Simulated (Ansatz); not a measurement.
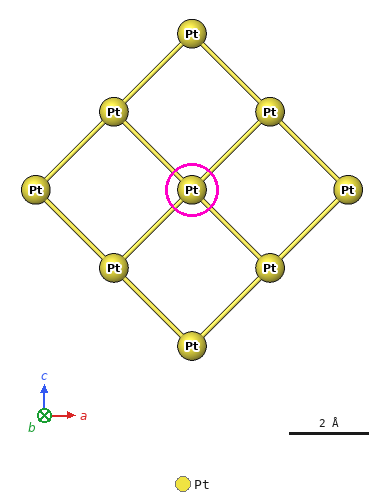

Perfect Pt. Style: ball-and-stick. Shown: the atoms within 5.4 Å of one point, in a slice 3.4 Å thick across the line of sight, along the b axis.

Theory: Ansatz, DFT PBE, scalar-relativistic, plane waves, PAW. Settings: plane-wave cutoff 420 eV; k-point mesh 6 × 6 × 6; occupations gaussian; smearing width 0.1 eV; no spin polarisation. The cell is small and the k-mesh coarse, so the numbers are rough. The axes drawn are those of the host's conventional cell.

A platinum atom is taken out (a vacancy) at the ringed place, in charge state 0. The supercell has 27 sites, and the atoms are relaxed at the host's cell.

Predict the relaxed surroundings of the defect.

Around the empty Pt site the host had 12 Pt at 2.81 Å; after relaxation the nearest atoms are 12 Pt at 2.74 Å. Of the host's atoms, a platinum atom moves furthest from its site, by 0.06 Å. Relaxing the atoms from the host's sites lowers the energy by 0.31 eV. At a tolerance of 0.02 Å the relaxed supercell has space group Fm-3m.

The relaxed defect, seen from the same direction:

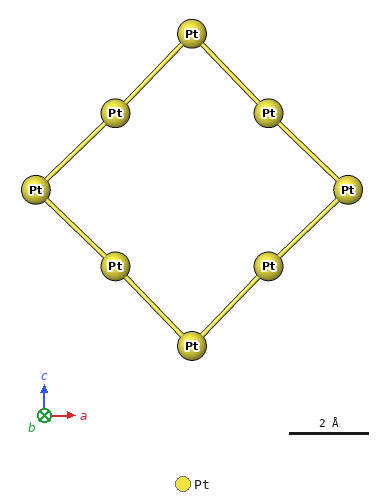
